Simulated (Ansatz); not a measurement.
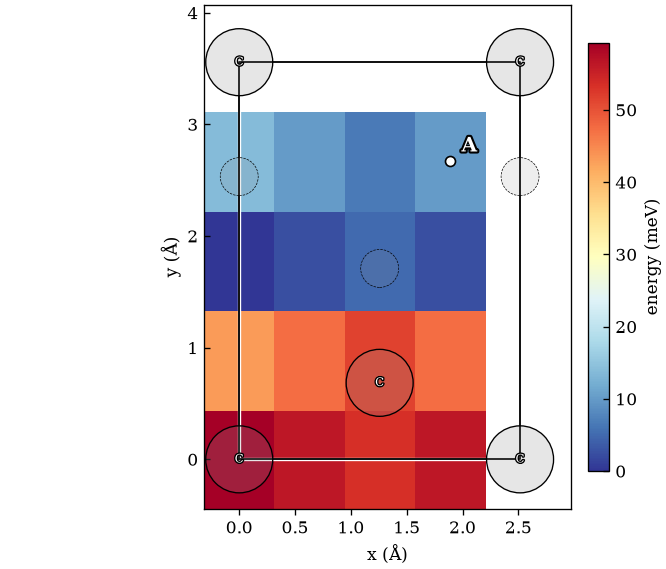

CO on a C(110) slab cut from the Fd-3m phase, its upper half relaxed before the scan (20 atoms of substrate and one adsorbate in a 2 × 1 cell). CO (O end down) is moved over the surface cell at a fixed height above a rigid substrate; the origin of the map has the adsorbate above C17; the height is held at 2.90 Å. Places are given modulo a cell vector. The map is drawn in real space over the plane of the surface. The grid has 4 × 4 points; 12 points were computed and 4 follow by symmetry. Places are given in fractions of the 1 × 1 surface cell. All energies are given in meV relative to the lowest grid point. At a fixed height the lowest place need not be the adsorption site. Method: Ansatz 0.2.0, DFT PBE+D3(BJ), scalar-relativistic, plane waves, PAW. Settings: cutoff 420 eV, k-mesh 5×8×1, gaussian smearing 0.05 eV, no spin polarisation.

The picture shows one coloured cell a grid point, labelled circles for the atoms of the top layer and small ones for the second layer, the outline of one cell of the plane, the point A.

### Is A at rest? If not, where is it pushed?

A, at (3/4, 3/4) of the cell vectors, is not a stationary point. The computed force is 0.046 eV/Å in the plane, pointing down in the picture (components −0.009 and −0.045 eV/Å).

PAW datasets: the set soft_1.
